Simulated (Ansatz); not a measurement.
AlNH5Cl: geometry relaxation

The run: geometry relaxation of AlNH5Cl. Method and program: RKS PBE-D4/def2-SVP (Ansatz 0.2.0).

The input holds or restrains some coordinates. Forces given for the steps count only the free coordinates. It belongs to a series of runs on one base structure; here: pulled along the bonds that form and break, towards end A. Figures and captions count atoms from 1; the log counts them from 0 in places.

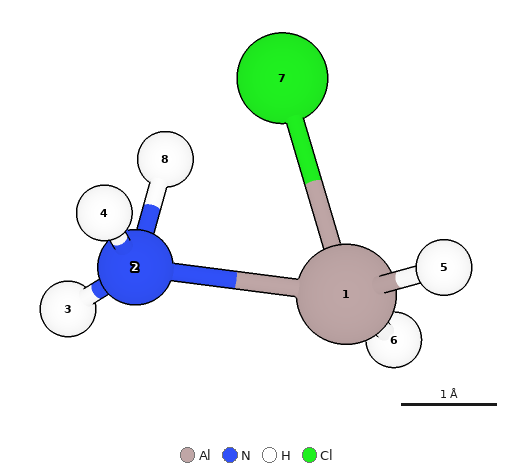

Figure 1. The structure as given in the input (ball-and-stick view, seen at a tilt; atoms are numbered from 1 in the order of the input). Sticks mark near contacts. Bond lengths as drawn: Al–Cl 2.53 Å, Al–H 1.56 Å, Al–N 2.27 Å and H–N 1.06 to 1.32 Å.

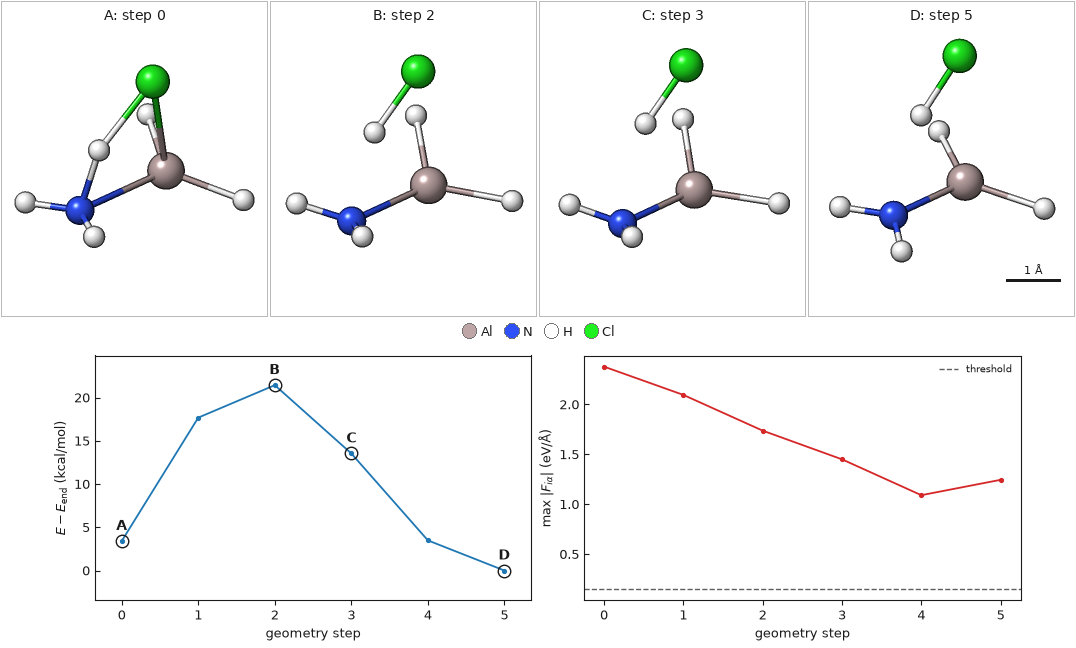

Figure 2. Frames of the restrained relaxation (ball-and-stick view, seen at a tilt) above the curves, on which the letters mark them (the first geometry is step 0 here and step 1 in the log).

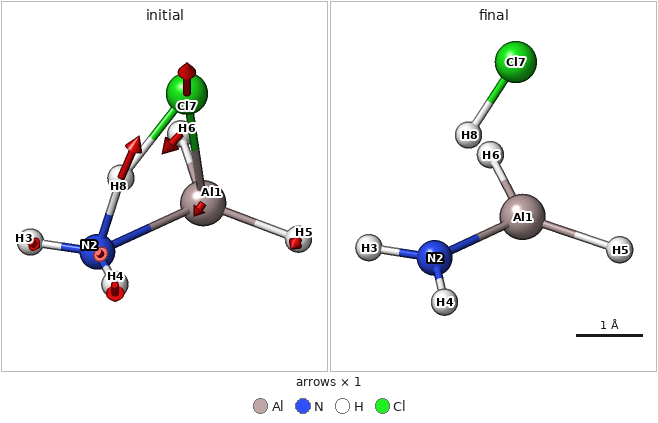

Figure 3. Before (left) and after (right) the restrained relaxation, at one scale (ball-and-stick view, seen at a tilt). The red arrows give the displacements, at true length. The atom that moves furthest after the best rigid fit is H8 (0.76 Å). By element the largest moves are H 0.76 Å, Cl 0.75 Å, N 0.32 Å, Al 0.26 Å. Among the contacts that change: N2–H8 1.317 → 2.246 Å, Al1–Cl7 2.530 → 3.427 Å, Al1–N2 2.270 → 1.880 Å, Cl7–H8 1.641 → 1.344 Å. Bonds break: Al1–Cl7 (2.53 → 3.43 Å). Among the angles that change: H3–N2–H4 120.0° → 110.0°, H5–Al1–H6 120.0° → 127.8°, Al1–N2–H3 120.0° → 124.6°. The energy falls by 3.41 kcal/mol in 5 geometry steps. Largest force component: 2.4 eV/Å at the start, 1.2 eV/Å at the end. (Atoms are counted from 1 in the order of the input.)

The input and output of the run follow.

## The input
```yaml
crystal:
  periodic: [false, false, false]
  atoms:
    - { symbol: Al, position_ang: [0.0, 0.0, 0.0] }
    - { symbol: "N", position_ang: [0.0, 0.0, 2.27] }
    - { symbol: H, position_ang: [-0.877, -0.2713, 2.8] }
    - { symbol: H, position_ang: [0.877, 0.2713, 2.8] }
    - { symbol: H, position_ang: [1.351, 0.0, -0.78] }
    - { symbol: H, position_ang: [-1.351, 0.0, -0.78] }
    - { symbol: Cl, position_ang: [-0.3164, 2.38, 0.7978] }
    - { symbol: H, position_ang: [-0.1701, 1.2795, 2.0062] }
basis:
  gaussian: { orbitals: def2-SVP }
hamiltonian:
  xc: pbe
  dispersion: d4
relax:
  f_tol: 0.15
  max_steps: 25
  restrain:
    - { distance: [0, 6], at: 3.43, k: 30.0 }
    - { distance: [7, 1], at: 2.26, k: 30.0 }
    - { distance: [0, 1], at: 1.92, k: 30.0 }
    - { distance: [7, 6], at: 1.37, k: 30.0 }
```

Run as:
```bash
ansatz run input.yaml --threads 1 --pin off --max-ram 2048MiB --backend cpu --events-out ev --progress --plain --runs-dir out
```

## Log
```
The last accepted step is kept in [file] (removed where the run ends without a failure and the disk answers)
Engine: ansatz 0.2.0, x86_64-unknown-linux-gnu
Functional definition: PBE
  parameter kappa = 0.804
  parameter beta = 0.06672455060314922
  exchange = pbe_x(kappa = kappa, mu = beta*pi^2/3)
  correlation = pbe_c(beta = beta)
850 factors; their error is unknown
mean field evaluation 1: about -20666.7319 eV, gradient 5.5e1 eV
mean field evaluation 2: about -20640.7290 eV, gradient 1.1e2 eV
mean field evaluation 4: about -20673.3373 eV, gradient 6.1e0 eV
mean field evaluation 8: about -20673.4530 eV, gradient 3.0e-1 eV
mean field evaluation 16: about -20673.4073 eV, gradient 1.2e-4 eV
mean field -20673.40726276 eV, -759.7337039677 hartree, gradient 2.6e-5 eV, S^2 0.000000; 0 other end points of the search recorded, 0 dependent functions left out
the calculation of the forces begins
reference -20673.40730096 eV, -759.7337053713 hartree; 21, 21 occupied and 54, 54 virtual orbitals, 850 factors
relax step   1: F+E_penalty+E_count = -20673.54354880 eV  Δ(F+E_penalty+E_count) = +0.000e0 eV  max|allowed force component| = 2.379e0 eV/Å  E_restraint = 28.41457898 eV  max|allowed force component, restraints' pulls added| = 3.071e1 eV/Å  Δτ_max = 0.0000 Å  (26 SCF iters, accepted)
  distance Al 0 - Cl 6 = 2.5300 Å
  distance H 7 - N 1 = 1.3174 Å
  distance Al 0 - N 1 = 2.2700 Å
  distance H 7 - Cl 6 = 1.6410 Å
these checks for a lower state are left out or cut short: starts, cluster_reference, orbital_swaps, neighbouring_geometries, increment
850 factors; their error is unknown
mean field -20672.79090269 eV, -759.7110531528 hartree, gradient 8.9e-6 eV, S^2 0.000000; 0 other end points of the search recorded, 0 dependent functions left out
the calculation of the forces begins
reference -20672.79094134 eV, -759.7110545733 hartree; 21, 21 occupied and 54, 54 virtual orbitals, 850 factors
relax step   2: F+E_penalty+E_count = -20672.92471652 eV  Δ(F+E_penalty+E_count) = +6.188e-1 eV  max|allowed force component| = 2.096e0 eV/Å  E_restraint = 12.13543202 eV  max|allowed force component, restraints' pulls added| = 2.153e1 eV/Å  Δτ_max = 0.1949 Å  (32 SCF iters, accepted)
  distance Al 0 - Cl 6 = 2.8679 Å
  distance H 7 - N 1 = 1.6210 Å
  distance Al 0 - N 1 = 2.1661 Å
  distance H 7 - Cl 6 = 1.5253 Å
these checks for a lower state are left out or cut short: starts, cluster_reference, orbital_swaps, neighbouring_geometries, increment
850 factors; their error is unknown
mean field evaluation 32: about -20672.6320 eV, gradient 1.0e-3 eV
mean field -20672.63196917 eV, -759.7052124536 hartree, gradient 6.5e-6 eV, S^2 0.000000; 0 other end points of the search recorded, 0 dependent functions left out
the calculation of the forces begins
reference -20672.63200767 eV, -759.7052138687 hartree; 21, 21 occupied and 54, 54 virtual orbitals, 850 factors
relax step   3: F+E_penalty+E_count = -20672.76188473 eV  Δ(F+E_penalty+E_count) = +1.628e-1 eV  max|allowed force component| = 1.738e0 eV/Å  E_restraint = 3.12368710 eV  max|allowed force component, restraints' pulls added| = 1.010e1 eV/Å  Δτ_max = 0.1948 Å  (32 SCF iters, accepted)
  distance Al 0 - Cl 6 = 3.1212 Å
  distance H 7 - N 1 = 1.9550 Å
  distance Al 0 - N 1 = 2.0561 Å
  distance H 7 - Cl 6 = 1.4065 Å
these checks for a lower state are left out or cut short: starts, cluster_reference, orbital_swaps, neighbouring_geometries, increment
850 factors; their error is unknown
mean field -20672.97905507 eV, -759.7179676253 hartree, gradient 2.5e-5 eV, S^2 0.000000; 0 other end points of the search recorded, 0 dependent functions left out
the calculation of the forces begins
reference -20672.97909322 eV, -759.7179690271 hartree; 21, 21 occupied and 54, 54 virtual orbitals, 850 factors
relax step   4: F+E_penalty+E_count = -20673.10453333 eV  Δ(F+E_penalty+E_count) = -3.426e-1 eV  max|allowed force component| = 1.450e0 eV/Å  E_restraint = 0.10540199 eV  max|allowed force component, restraints' pulls added| = 2.439e0 eV/Å  Δτ_max = 0.1944 Å  (32 SCF iters, accepted)
  distance Al 0 - Cl 6 = 3.3604 Å
  distance H 7 - N 1 = 2.2266 Å
  distance Al 0 - N 1 = 1.9203 Å
  distance H 7 - Cl 6 = 1.3373 Å
these checks for a lower state are left out or cut short: starts, cluster_reference, orbital_swaps, neighbouring_geometries, increment
850 factors; their error is unknown
mean field -20673.41850141 eV, -759.7341169805 hartree, gradient 2.0e-5 eV, S^2 0.000000; 0 other end points of the search recorded, 0 dependent functions left out
the calculation of the forces begins
reference -20673.41854054 eV, -759.7341184185 hartree; 21, 21 occupied and 54, 54 virtual orbitals, 850 factors
relax step   5: F+E_penalty+E_count = -20673.54026868 eV  Δ(F+E_penalty+E_count) = -4.357e-1 eV  max|allowed force component| = 1.091e0 eV/Å  E_restraint = 0.02523200 eV  max|allowed force component, restraints' pulls added| = 1.094e0 eV/Å  Δτ_max = 0.1989 Å  (32 SCF iters, accepted)
  distance Al 0 - Cl 6 = 3.4127 Å
  distance H 7 - N 1 = 2.2495 Å
  distance Al 0 - N 1 = 1.8878 Å
  distance H 7 - Cl 6 = 1.3546 Å
these checks for a lower state are left out or cut short: starts, cluster_reference, orbital_swaps, neighbouring_geometries, increment
850 factors; their error is unknown
mean field -20673.57005830 eV, -759.7396865934 hartree, gradient 1.8e-5 eV, S^2 0.000000; 0 other end points of the search recorded, 0 dependent functions left out
the calculation of the forces begins
reference -20673.57009724 eV, -759.7396880246 hartree; 21, 21 occupied and 54, 54 virtual orbitals, 850 factors
relax step   6: F+E_penalty+E_count = -20673.69149952 eV  Δ(F+E_penalty+E_count) = -1.512e-1 eV  max|allowed force component| = 1.245e0 eV/Å  E_restraint = 0.03692544 eV  max|allowed force component, restraints' pulls added| = 1.473e-1 eV/Å  Δτ_max = 0.1957 Å  (26 SCF iters, accepted)
  distance Al 0 - Cl 6 = 3.4267 Å
  distance H 7 - N 1 = 2.2460 Å
  distance Al 0 - N 1 = 1.8802 Å
  distance H 7 - Cl 6 = 1.3441 Å
850 factors; their error is unknown
mean field evaluation 64: about -20673.5909 eV, gradient 2.8e0 eV
mean field -20673.57005830 eV, -759.7396865934 hartree, gradient 2.0e-5 eV, S^2 0.000000; 1 other end points of the search recorded, 0 dependent functions left out
the calculation of the forces begins
reference -20673.57009724 eV, -759.7396880246 hartree; 21, 21 occupied and 54, 54 virtual orbitals, 850 factors
Total energy: -20673.69153846 eV, -759.7441509071 hartree
Atom 0 at     0.018778    -0.194279     0.156752 Å, force    -0.035359     0.174173     1.245156 eV/Å
Atom 1 at     0.017775    -0.221285     2.036753 Å, force    -0.024063     0.396622    -1.195608 eV/Å
Atom 2 at    -0.804500    -0.422154     2.615379 Å, force     0.046372    -0.018137    -0.056118 eV/Å
Atom 3 at     0.860640    -0.198050     2.620783 Å, force    -0.052533    -0.044740    -0.061771 eV/Å
Atom 4 at     1.437334    -0.034301    -0.552163 Å, force    -0.020881    -0.042966     0.030450 eV/Å
Atom 5 at    -1.405675    -0.363957    -0.537896 Å, force     0.032694    -0.043415     0.015498 eV/Å
Atom 6 at    -0.352458     3.102945     1.012876 Å, force     0.046026    -0.589694     0.287637 eV/Å
Atom 7 at    -0.258393     1.990581     1.761514 Å, force     0.007743     0.168157    -0.265244 eV/Å
Dipole moment:     0.039750    -0.360946     0.381193 e Å
```

## Trajectory as extended XYZ (Å, eV, eV/Å), 6 frames, from step=1 to step=6
```
8
Properties=species:S:1:pos:R:3:forces:R:3 step=1 energy=-20673.54355
Al    0.0000    0.0000    0.0000   -0.1906   2.0576   1.9027
N     0.0000    0.0000    2.2700   -0.2299   2.3793  -1.3432
H    -0.8770   -0.2713    2.8000    1.5285   0.1336  -0.1120
H     0.8770    0.2713    2.8000   -1.0668  -1.3430  -0.0375
H     1.3510    0.0000   -0.7800    0.5820  -0.4110   0.1236
H    -1.3510    0.0000   -0.7800   -0.5523  -0.6923   0.0581
Cl   -0.3164    2.3800    0.7978    0.2089   0.0759  -0.6735
H    -0.1701    1.2795    2.0062   -0.2797  -2.2001   0.0819
8
Properties=species:S:1:pos:R:3:forces:R:3 step=2 energy=-20672.92472
Al    0.0185   -0.1670    0.0464   -0.3726   1.7430   2.0960
N     0.0254   -0.1294    2.2121   -0.0386   1.7467  -0.7854
H    -0.8584   -0.2752    2.7924    1.5044   0.0289  -0.6451
H     0.8581    0.2475    2.7885   -1.4344  -1.2806  -0.8161
H     1.3573   -0.0081   -0.7762    0.3700  -0.3777   0.2481
H    -1.3513   -0.0120   -0.7741   -0.0781  -0.6023   0.3697
Cl   -0.3363    2.5515    0.8882    0.2152  -0.7242   0.4502
H    -0.1999    1.4520    1.9366   -0.1659  -0.5337  -0.9174
8
Properties=species:S:1:pos:R:3:forces:R:3 step=3 energy=-20672.76188
Al    0.0326   -0.2998    0.1041   -0.3951   1.5943   1.7378
N     0.0542   -0.2764    2.1600    0.0089   1.6590   0.2068
H    -0.8360   -0.2761    2.7744    1.5335  -0.2109  -1.2325
H     0.8309    0.2277    2.7641   -1.5395  -1.5328  -1.5145
H     1.3584   -0.0139   -0.7689    0.0910  -0.4520   0.4537
H    -1.3461   -0.0204   -0.7633    0.2837  -0.6767   0.6235
Cl   -0.3519    2.6791    0.9523    0.1460  -0.7044   0.7549
H    -0.2286    1.6393    1.8913   -0.1285   0.3236  -1.0297
8
Properties=species:S:1:pos:R:3:forces:R:3 step=4 energy=-20673.10453
Al    0.0404   -0.3792    0.1751   -0.2478   1.4503   0.7460
N     0.0676   -0.3608    2.0951   -0.0984   1.2925   0.2265
H    -0.7894   -0.3018    2.7075    0.6224  -0.3879  -0.9040
H     0.7937    0.1519    2.6861   -0.5343  -1.0694  -1.0802
H     1.3588   -0.0538   -0.7234   -0.0090  -0.4647   0.5222
H    -1.3262   -0.0760   -0.7104    0.2608  -0.6572   0.6244
Cl   -0.3726    2.8489    1.0125    0.0676  -0.3135   0.3767
H    -0.2589    1.8303    1.8715   -0.0614   0.1500  -0.5116
8
Properties=species:S:1:pos:R:3:forces:R:3 step=5 energy=-20673.54027
Al    0.0310   -0.2232    0.1579   -0.0486   0.2540   0.8631
N     0.0477   -0.3214    2.0431    0.4260   1.0910   0.0920
H    -0.7877   -0.3569    2.6630    0.3664  -0.1138  -0.5451
H     0.8515   -0.0072    2.6632   -0.8475  -0.6389  -0.9722
H     1.4385   -0.1359   -0.6307   -0.1839  -0.0628   0.2857
H    -1.3890   -0.2208   -0.6197    0.2271  -0.1690   0.2884
Cl   -0.3841    3.0398    1.0673    0.0756  -0.7750   0.3994
H    -0.2944    1.8851    1.7699   -0.0150   0.4146  -0.4114
8
Properties=species:S:1:pos:R:3:forces:R:3 step=6 energy=-20673.69150
Al    0.0188   -0.1943    0.1568   -0.0354   0.1742   1.2452
N     0.0178   -0.2213    2.0368   -0.0241   0.3966  -1.1956
H    -0.8045   -0.4222    2.6154    0.0464  -0.0181  -0.0561
H     0.8606   -0.1981    2.6208   -0.0525  -0.0447  -0.0618
H     1.4373   -0.0343   -0.5522   -0.0209  -0.0430   0.0305
H    -1.4057   -0.3640   -0.5379    0.0327  -0.0434   0.0155
Cl   -0.3525    3.1029    1.0129    0.0460  -0.5897   0.2876
H    -0.2584    1.9906    1.7615    0.0077   0.1682  -0.2652
```

## Summary

| quantity | value |
| --- | --- |
| outcome | converged under the restraints of the input |
| total energy | −20673.6915 eV |
| mean-field energy | −20673.5701 eV |
| largest force (length of the vector) at the end, held atoms and coordinates included | 1.260 eV/Å |
| hardware | 1 thread of AMD EPYC (Zen 3), 24 GiB of memory available, shared host |
| wall time | 10 s |
| peak memory | 0.15 GiB |
